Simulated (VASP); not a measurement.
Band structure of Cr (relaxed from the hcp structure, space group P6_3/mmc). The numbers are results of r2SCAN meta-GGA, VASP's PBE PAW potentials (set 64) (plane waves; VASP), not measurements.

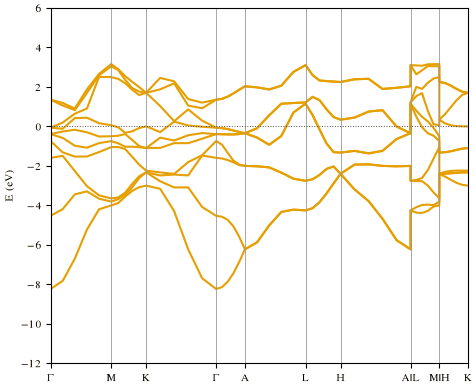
*Bands along high-symmetry lines, zero at the valence-band maximum or, without a gap, the Fermi level*

Read the plot: is there a gap, and where are the band edges?

It has no gap at this level: it comes out as a metal or semimetal.

The structure was generated: Cr was put into the hcp type (P6_3/mmc), which need not be its known phase. It was relaxed first. The run is not spin-polarised, so no magnetic state was tried.
